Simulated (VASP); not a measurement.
## GW on C (Diamond)

Aim: the quasiparticle gap of C (Diamond), and what it costs to get it. The cell has space group Fd-3m. The start is a cell from a database of measured crystal structures.

Method: PBE; plane waves and PAW (C_GW), in the first sound run; inputs show where later runs differ, in VASP 6.6.1.

## Step 1: The structure

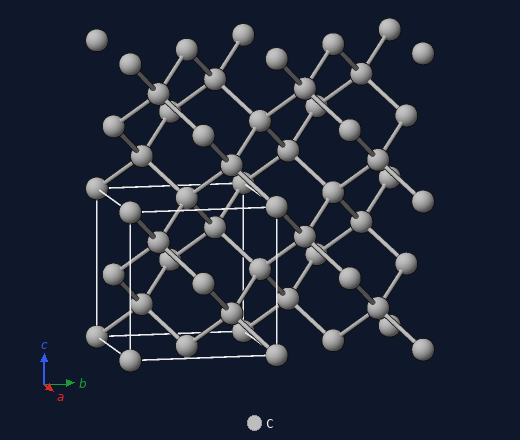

Start, viewed slightly off an axis; carbon light grey. 1×2×2 cells are drawn. This picture shows the conventional cell, with its axes. Bonds to atoms that aren't drawn are left out. Some periodic images of atoms are drawn too.

Coordinates:

```xyz
2
Lattice="0.0000 1.7834 1.7834 1.7834 0.0000 1.7834 1.7834 1.7834 0.0000" Properties=species:S:1:pos:R:3 pbc="T T T"
C     2.6751    2.6751    2.6751
C     1.7834    1.7834    1.7834
```

## Step 2: Ground state

The orbitals come from a self-consistent PBE run with a tight EDIFF and a narrow smearing. KPOINTS_OPT adds the bands along a path, which shows whether the mesh holds the band edges.

INCAR

```
SYSTEM = C
PREC = Accurate
ENCUT = 440
EDIFF = 1E-08
NELM = 100
ISMEAR = 0
SIGMA = 0.01
LREAL = .FALSE.
ALGO = Normal
GGA = PE
NBANDS = 10
LORBIT = 11
LWAVE = .TRUE.
LCHARG = .FALSE.
KPAR = 8
```

POSCAR

```
C
1.0
    0.0000000000      1.7833700000      1.7833700000
    1.7833700000      0.0000000000      1.7833700000
    1.7833700000      1.7833700000      0.0000000000
C
2
Direct
    0.7500000000      0.7500000000      0.7500000000
    0.5000000000      0.5000000000      0.5000000000
```

KPOINTS

```
Automatic mesh
0
Gamma
4 4 4
0 0 0
```

KPOINTS_OPT

```
Line mode
12
Line-mode
Reciprocal
  0.00000000   0.00000000   0.00000000 GAMMA
  0.50000000   0.00000000   0.50000000 X

  0.50000000   0.00000000   0.50000000 X
  0.50000000   0.25000000   0.75000000 W

  0.50000000   0.25000000   0.75000000 W
  0.37500000   0.37500000   0.75000000 K

  0.37500000   0.37500000   0.75000000 K
  0.00000000   0.00000000   0.00000000 GAMMA

  0.00000000   0.00000000   0.00000000 GAMMA
  0.50000000   0.50000000   0.50000000 L

  0.50000000   0.50000000   0.50000000 L
  0.62500000   0.25000000   0.62500000 U

  0.62500000   0.25000000   0.62500000 U
  0.50000000   0.25000000   0.75000000 W

  0.50000000   0.25000000   0.75000000 W
  0.50000000   0.50000000   0.50000000 L

  0.50000000   0.50000000   0.50000000 L
  0.37500000   0.37500000   0.75000000 K

  0.62500000   0.25000000   0.62500000 U
  0.50000000   0.00000000   0.50000000 X
```

The projector-augmented-wave data sets are C_GW (PBE family, release 64).

Command:

```
$ mpirun -np 8 vasp_std
```

The log of the run:

```text
[banner, memory and clock lines left out]
running    8 mpi-ranks, on    1 nodes
 distrk:  each k-point on    1 cores,    8 groups
 distr:  one band on    1 cores,    1 groups

 POSCAR found type information on POSCAR C
 POSCAR found :  1 types and       2 ions
|                                                                             |
|           W    W    AA    RRRRR   N    N  II  N    N   GGGG   !!!           |
|           W    W   A  A   R    R  NN   N  II  NN   N  G    G  !!!           |
|           W    W  A    A  R    R  N N  N  II  N N  N  G       !!!           |
|           W WW W  AAAAAA  RRRRR   N  N N  II  N  N N  G  GGG   !            |
|           WW  WW  A    A  R   R   N   NN  II  N   NN  G    G                |
|           W    W  A    A  R    R  N    N  II  N    N   GGGG   !!!           |
|                                                                             |
|     For optimal performance we recommend to set                             |
|       NCORE = 2 up to number-of-cores-per-socket                            |
|     NCORE specifies how many cores store one orbital (NPAR=cpu/NCORE).      |
|     This setting can greatly improve the performance of VASP for DFT.       |
|     The default, NCORE=1 might be grossly inefficient on modern             |
|     multi-core architectures or massively parallel machines. Do your        |
|     Unfortunately you need to use the default for GW and RPA                |
|     calculations (for HF NCORE is supported but not extensively tested      |
|     yet).                                                                   |
|                                                                             |

 LDA part: xc-table for (Slater+PW92), standard interpolation
 POSCAR, INCAR and KPOINTS ok, starting setup
 FFT: planning ... GRIDC
 FFT: planning ... GRID_SOFT
 FFT: planning ... GRID
 WAVECAR not read
 entering main loop
       N       E                     dE             d eps       ncg     rms          rms(c)
DAV:   1     0.121942806128E+02    0.12194E+02   -0.43353E+03   160   0.696E+02
DAV:   2    -0.182811663038E+02   -0.30475E+02   -0.29153E+02   206   0.189E+02
DAV:   3    -0.187070033167E+02   -0.42584E+00   -0.42448E+00   204   0.190E+01
DAV:   4    -0.187081100334E+02   -0.11067E-02   -0.11066E-02   188   0.101E+00
DAV:   5    -0.187081152915E+02   -0.52581E-05   -0.52580E-05   190   0.633E-02    0.486E+00
DAV:   6    -0.182021903574E+02    0.50592E+00   -0.27685E-01   218   0.510E+00    0.267E+00
DAV:   7    -0.180284838513E+02    0.17371E+00   -0.32410E-01   210   0.530E+00    0.363E-01
DAV:   8    -0.180301947335E+02   -0.17109E-02   -0.65911E-03   168   0.838E-01    0.521E-02
DAV:   9    -0.180302672440E+02   -0.72510E-04   -0.10328E-04   198   0.118E-01    0.178E-02
DAV:  10    -0.180302841094E+02   -0.16865E-04   -0.15781E-05   172   0.403E-02    0.160E-03
DAV:  11    -0.180302844042E+02   -0.29476E-06   -0.38021E-07   198   0.634E-03    0.387E-04
DAV:  12    -0.180302845076E+02   -0.10345E-06   -0.78849E-09   170   0.110E-03    0.269E-05
DAV:  13    -0.180302845098E+02   -0.21895E-08   -0.20836E-11   102   0.539E-05
   1 F= -.18030285E+02 E0= -.18030285E+02  d E =-.367838E-42
 Start KPOINTS_OPT (optional k-point list driver)
k-point batch [1-8\120]
       N       E                     dE             ncg
DAV:   1     0.519388548303E+03   -0.40273E+03      160
DAV:   2     0.190733866965E+03   -0.32865E+03      254
DAV:   3     0.184495197377E+03   -0.62387E+01      192
DAV:   4     0.184476317651E+03   -0.18880E-01      176
DAV:   5     0.184476246195E+03   -0.71456E-04      180
DAV:   6     0.184476245774E+03   -0.42110E-06      192
DAV:   7     0.184476245772E+03   -0.22346E-08      176
[...]
k-point batch [113-120\120]
       N       E                     dE             ncg
DAV:   1     0.205961711901E+03   -0.32354E+04      168
DAV:   2     0.133162081377E+02   -0.19265E+03      222
DAV:   3     0.105636153891E+02   -0.27526E+01      212
DAV:   4     0.105581412664E+02   -0.54741E-02      176
DAV:   5     0.105581203153E+02   -0.20951E-04      204
DAV:   6     0.105581202591E+02   -0.56233E-07      216
DAV:   7     0.105581202589E+02   -0.12254E-09      206
 writing wavefunctions
```

It took 1.8 s on 8 MPI ranks of Intel Xeon 6975P-C (Granite Rapids), shared host; peak memory 0.8 GiB; 7.5 s of CPU time.

The logs omit lines about the potential files and the build; timing stands in the text.

Parts of OUTCAR (step 2):

```text
ion  position               nearest neighbor table
   1  0.750  0.750  0.750-   2 1.54   2 1.54   2 1.54   2 1.54
   2  0.500  0.500  0.500-   1 1.54   1 1.54   1 1.54   1 1.54

  LATTYP: Found a face centered cubic cell.
 ALAT       =     3.5667400000

 Subroutine GETGRP returns: Found 48 space group operations
 (whereof 24 operations were pure point group operations)

The static configuration has the point symmetry T_d .
 The point group associated with its full space group is O_h .

 Found      8 irreducible k-points:

   k-points           NKPTS =      8   k-points in BZ     NKDIM =      8   number of bands    NBANDS=     10

   dimension x,y,z NGX =    18 NGY =   18 NGZ =   18
   dimension x,y,z NGXF=    36 NGYF=   36 NGZF=   36

   ENCUT  =  440.0 eV  32.34 Ry    5.69 a.u.   4.31  4.31  4.31*2*pi/ulx,y,z

   NELECT =       8.0000    total number of electrons

 k-points in reciprocal lattice and weights: Automatic mesh
   0.00000000  0.00000000  0.00000000       0.016
   0.25000000  0.00000000  0.00000000       0.125
   0.50000000  0.00000000  0.00000000       0.062
   0.25000000  0.25000000  0.00000000       0.094
   0.50000000  0.25000000  0.00000000       0.375
  -0.25000000  0.25000000  0.00000000       0.188
   0.50000000  0.50000000  0.00000000       0.047
  -0.25000000  0.50000000  0.25000000       0.094

 average (electrostatic) potential at core
       1 -45.3067       2 -45.3067

 E-fermi :   9.8887

 k-point     1 :       0.0000    0.0000    0.0000
  band No.  band energies     occupation
      1     -11.6919      2.00000
      2       9.7941      2.00000
      3       9.7941      2.00000
      4       9.7941      2.00000
      5      15.3788      0.00000
      6      15.3788      0.00000
      7      15.3788      0.00000
      8      23.1128      0.00000
      9      29.0791      0.00000
    ...

 k-point     2 :       0.2500    0.0000    0.0000
  band No.  band energies     occupation
      1      -9.9767      2.00000
      2       3.2035      2.00000
      3       8.0497      2.00000
      4       8.0497      2.00000
      5      17.5796      0.00000
      6      17.5796      0.00000
      7      17.9335      0.00000
      8      24.4257      0.00000
      9      30.5013      0.00000
    ...

 k-point     3 :       0.5000    0.0000    0.0000
  band No.  band energies     occupation
      1      -5.9155      2.00000
      2      -3.5889      2.00000
      3       6.9997      2.00000
      4       6.9998      2.00000
      5      18.2468      0.00000
      6      18.2468      0.00000
      7      18.6304      0.00000
      8      25.4890      0.00000
      9      31.6884      0.00000
    ...

  Total       -0.2133305     -0.2133305     -0.2133305      0.0000000     -0.0000000      0.0000000
  in kB      -30.1306982    -30.1306982    -30.1306982      0.0000000     -0.0000000      0.0000000
  external PRESSURE =     -30.1306982 kB  Pullay stress =       0.0000000 kB

  energy-cutoff  :      440.00
  volume of cell :       11.34
      direct lattice vectors                 reciprocal lattice vectors
     0.000000000  1.783370000  1.783370000    -0.280368067  0.280368067  0.280368067
     1.783370000  0.000000000  1.783370000     0.280368067 -0.280368067  0.280368067
     1.783370000  1.783370000  0.000000000     0.280368067  0.280368067 -0.280368067

 POSITION                                       TOTAL-FORCE (eV/Angst)
 -----------------------------------------------------------------------------------
      2.67505      2.67505      2.67505        -0.000000      0.000000      0.000000
      1.78337      1.78337      1.78337         0.000000     -0.000000     -0.000000
 -----------------------------------------------------------------------------------
    total drift:                                0.000000     -0.000000      0.000000

  FREE ENERGIE OF THE ION-ELECTRON SYSTEM (eV)
  ---------------------------------------------------
  free  energy   TOTEN  =       -18.0302845098 eV

  energy  without entropy=      -18.0302845098  energy(sigma->0) =      -18.03028451

 total charge
# of ion       s       p       d       tot
------------------------------------------
    1        0.795   1.725   0.000   2.521
    2        0.795   1.725   0.000   2.521
--------------------------------------------------
tot          1.591   3.451   0.000   5.041

[... 3 further parts left out ...]
```

Numbers from this step:

| Quantity | Value |
| --- | --- |
| free energy (TOTEN) | -18.03 eV |
| Fermi energy | 9.889 eV |
| pressure | -3.013 GPa |
| least gap on mesh and path | 4.117 eV |
| least direct gap on mesh and path | 5.585 eV |

The highest empty bands on the path are converged less tightly, to about 0.1 eV. The electronic bands at the labelled points (eV, zero at the valence-band top; v1 is the highest filled band, c1 the lowest empty one):

```csv
point,v3,v2,v1,c1,c2,c3,c4
Γ,0.00,0.00,0.00,5.58,5.58,5.58,13.32
X,-12.77,-6.29,-6.29,4.75,4.75,16.82,16.82
W,-11.98,-8.32,-8.32,10.62,10.62,12.31,12.31
K,-11.74,-9.32,-5.36,5.66,10.74,14.37,15.63
Γ,0.00,0.00,0.00,5.58,5.58,5.58,13.32
L,-13.38,-2.79,-2.79,8.45,8.45,8.84,15.69
U,-11.74,-9.32,-5.36,5.66,10.74,14.37,15.63
W,-11.98,-8.32,-8.32,10.62,10.62,12.31,12.31
L,-13.38,-2.79,-2.79,8.45,8.45,8.84,15.69
K,-11.74,-9.32,-5.36,5.66,10.74,14.37,15.63
jump to U,-11.74,-9.32,-5.36,5.66,10.74,14.37,15.63
X,-12.77,-6.29,-6.29,4.75,4.75,16.82,16.82
```

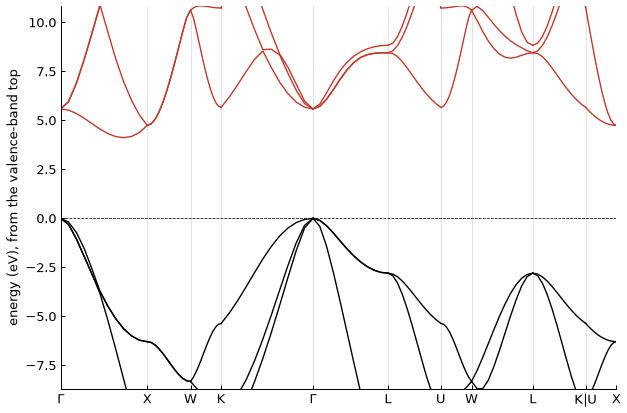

Electronic bands along the path; lines of filled and empty bands in two colours.

The cell has a gap of 4.12 eV on mesh and path and a pressure of -3.0 GPa, which holds the misfit of the given cell and coordinates with this functional, and any error of cutoff, mesh and data sets.

## Step 3: Empty bands

ALGO = Exact makes the empty bands from the converged ground state in one step. LOPTICS writes the k-derivatives of the orbitals (WAVEDER), which give the long-wavelength limit of the screening.

INCAR

```
SYSTEM = C
PREC = Accurate
ENCUT = 440
ISMEAR = 0
SIGMA = 0.01
LREAL = .FALSE.
GGA = PE
NBANDS = 32
ALGO = Exact
NELM = 1
LWAVE = .TRUE.
LCHARG = .FALSE.
LOPTICS = .TRUE.
NEDOS = 1000
CSHIFT = 0.1
```

POSCAR is that of step 2.

KPOINTS is that of step 2.

Command:

```
$ mpirun -np 8 vasp_std
```

The log of the run:

```text
[banner, memory and clock lines left out]
running    8 mpi-ranks, on    1 nodes
 distrk:  each k-point on    8 cores,    1 groups
 distr:  one band on    1 cores,    8 groups

 POSCAR found type information on POSCAR C
 POSCAR found :  1 types and       2 ions
 [... a notice as in an earlier step ...]

 LDA part: xc-table for (Slater+PW92), standard interpolation
 found WAVECAR, reading the header
  number of bands has changed, file:    10 present:    32
  trying to continue reading WAVECAR, but it might fail
 POSCAR, INCAR and KPOINTS ok, starting setup
 FFT: planning ... GRIDC
 FFT: planning ... GRID_SOFT
 FFT: planning ... GRID
 reading WAVECAR
 random initialization beyond band           10
 the WAVECAR file was read successfully
 initial charge from wavefunction
 entering main loop
       N       E                     dE             d eps       ncg     rms          rms(c)
DIA:   1    -0.180302845074E+02   -0.18030E+02    0.00000E+00     0   0.000E+00
   1 F= -.18030285E+02 E0= -.18030285E+02  d E =-.820264E-24
 writing wavefunctions
 optical routines
 imaginary and real dielectric function
 recalculating local potential from charge density
 direction            1
 direction            2
 direction            3
```

Wall time 1.2 s (8 MPI ranks); peak memory 0.8 GiB; 3.6 s of CPU time.

Parts of OUTCAR (step 3):

```text
 Found      8 irreducible k-points:

   k-points           NKPTS =      8   k-points in BZ     NKDIM =      8   number of bands    NBANDS=     32

   NELECT =       8.0000    total number of electrons

 E-fermi :   9.8628

 k-point     3 :       0.5000    0.0000    0.0000
  band No.  band energies     occupation
      1      -5.9155      2.00000
      2      -3.5889      2.00000
      3       6.9997      2.00000
      4       6.9997      2.00000
      5      18.2468      0.00000
      6      18.2468      0.00000
      7      18.6304      0.00000
      8      25.4890      0.00000
      9      31.6884      0.00000
    ...

  Total       -0.2133314     -0.2133314     -0.2133314      0.0000000     -0.0000000      0.0000000
  in kB      -30.1308290    -30.1308290    -30.1308290      0.0000000     -0.0000000      0.0000000
  external PRESSURE =     -30.1308290 kB  Pullay stress =       0.0000000 kB

  FREE ENERGIE OF THE ION-ELECTRON SYSTEM (eV)
  ---------------------------------------------------
  free  energy   TOTEN  =       -18.0302845074 eV

  energy  without entropy=      -18.0302845074  energy(sigma->0) =      -18.03028451

 plasma frequency squared (from intraband transitions) (eV^2)
  --------------------------------------------------------------------------------------
       0.000       0.000      -0.000
       0.000       0.000       0.000
       0.000       0.000       0.000

[... 15 parts as in an earlier step ...]
```

WAVECAR now holds 32 bands for 8 electrons. Its independent-particle dielectric tensor has xx, yy, zz = 7.5, 7.5, 7.5 on this mesh, which isn't tested for convergence in mesh or bands and lacks local fields.

(Part 1 of 4 ends here.)

[Lines on the potential files, build, host, timing and source positions are cut from VASP's logs without a mark.]

[Logs are printed without paths, hosts, clocks, repeated set-up lines and the standing remarks that a program may print on its own settings, such as how far it seeks lower states.]

[Hosts, paths, dates, database ids (printed as entryN), source tags and the programs' standing remarks are cut or masked in the printed files.]

[Pressures printed for these runs are not shown converged in the cutoff: they can be off by several GPa and have the wrong sign.]
